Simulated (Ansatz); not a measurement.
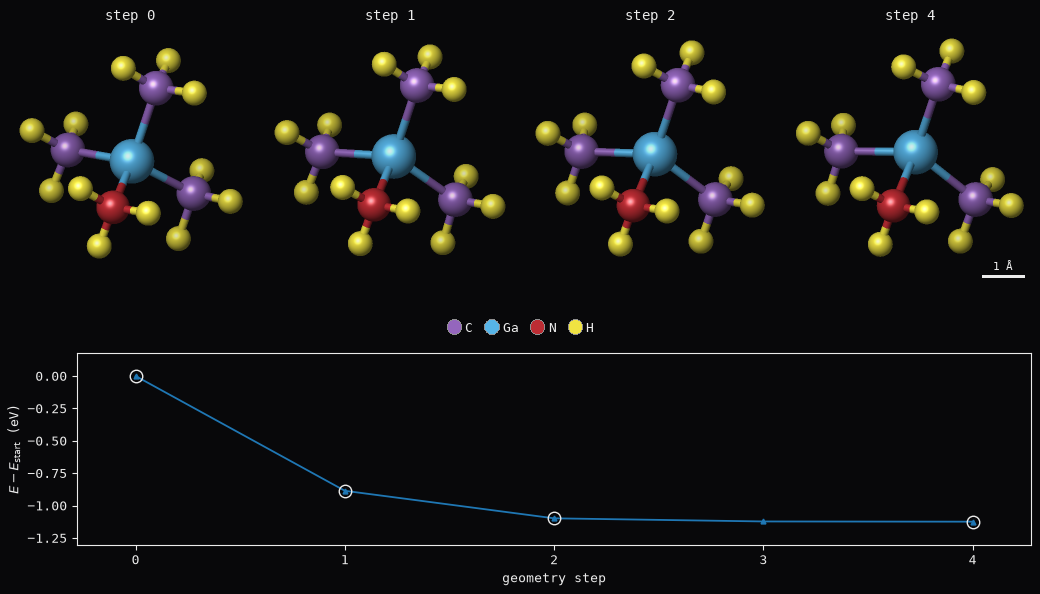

Frames of a relaxation of C₃H₁₂GaN (coarse preliminary run), marked on the history of the run. A ball-and-stick model, seen from a free direction.

The start comes from a force field.

Level of theory: RKS PBE-D4/def2-SVP in Ansatz 0.2.0.

Input
```yaml
crystal:
  periodic: [false, false, false]
  atoms:
    - {symbol: C, position_ang: [-0.623800, 0.666900, -1.722700]}
    - {symbol: Ga, position_ang: [-0.022300, 0.001800, 0.013000]}
    - {symbol: C, position_ang: [1.914600, 0.318000, 0.150000]}
    - {symbol: C, position_ang: [-0.317000, -1.942700, 0.116600]}
    - {symbol: N, position_ang: [-0.914800, 0.895500, 1.422700]}
    - {symbol: H, position_ang: [-0.149700, 0.205100, -2.563000]}
    - {symbol: H, position_ang: [-0.437500, 1.802100, -1.788500]}
    - {symbol: H, position_ang: [-1.726100, 0.554700, -1.823400]}
    - {symbol: H, position_ang: [2.313300, -0.060300, 1.177800]}
    - {symbol: H, position_ang: [2.469500, -0.204400, -0.641800]}
    - {symbol: H, position_ang: [2.142900, 1.405200, 0.125400]}
    - {symbol: H, position_ang: [-0.007800, -2.337100, 1.108900]}
    - {symbol: H, position_ang: [0.082400, -2.446500, -0.724700]}
    - {symbol: H, position_ang: [-1.509500, -2.113500, 0.053800]}
    - {symbol: H, position_ang: [-0.579700, 0.521100, 2.362000]}
    - {symbol: H, position_ang: [-1.939600, 0.777200, 1.385300]}
    - {symbol: H, position_ang: [-0.713800, 1.956400, 1.389000]}
basis:
  gaussian: {orbitals: def2-SVP}
hamiltonian: {xc: pbe, dispersion: d4}
relax: {f_tol: 0.03, max_steps: 200}
```

Launched with:
```bash
ansatz run in.yaml --threads 4 --pin off --events-out ev --progress --plain --max-ram 11315MiB
```

Describe the path.

Answer. Ga2 moves most after the best rigid fit: 0.36 Å. By element the largest moves are Ga 0.36 Å, H 0.34 Å, C 0.16 Å, N 0.05 Å. Some distances before and after: Ga2–N5 1.893 → 2.204 Å, C4–H14 1.206 → 1.111 Å, C3–H9 1.166 → 1.111 Å, C4–H13 1.059 → 1.111 Å. Bond angles that change, for instance: C1–Ga2–N5 110.8° → 98.3°, C3–Ga2–N5 109.7° → 98.3°, C1–Ga2–C3 108.1° → 117.9°. Over 4 geometry steps the energy falls by 1.124 eV. Largest force component: 3.8 eV/Å at the start, 0.01 eV/Å at the end. Cost: 9.5 s on 4 threads of Arm Neoverse V2 (shared host). From step 0 to 1: Ga and H atoms move most (0.18 Å), energy −0.886 eV. From step 1 to 2: H13 moves most (0.14 Å), energy −0.212 eV. From step 2 to 4: Ga2 moves most (0.08 Å), energy −0.026 eV.

```csv
step,"E − E(0), eV","largest force component, eV/Å"
0,0.0000,3.8175
1,-0.8855,1.5714
2,-1.0979,0.4769
3,-1.1221,0.1236
4,-1.1237,0.0104
```
